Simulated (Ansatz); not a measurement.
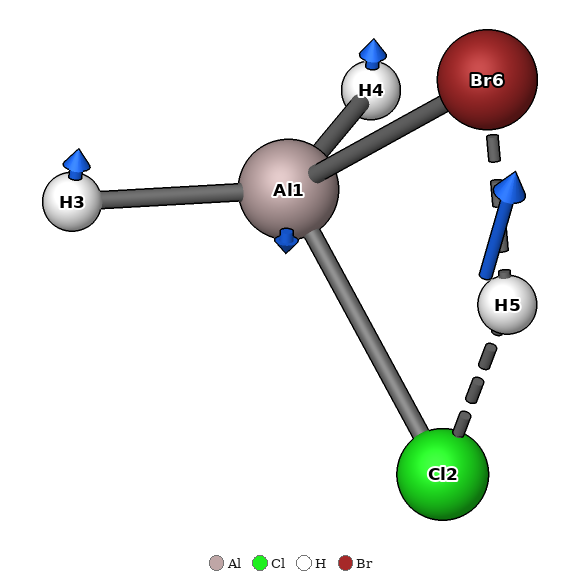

The arrows show one normal mode. Broken sticks mark bonds that form or break. Harmonic vibrations computed with RKS PBE0-D4/def2-TZVP (Ansatz 0.2.0) at a stationary point of the same level. It is a saddle point of order 1.

Estimate its harmonic wavenumber.

Answer. 343i cm⁻¹; it is mode 1 of 12 counted from the lowest. It is the reaction coordinate: Cl2–H5 forms (1.64 Å), H5–Br6 breaks (1.65 Å), or the reverse.
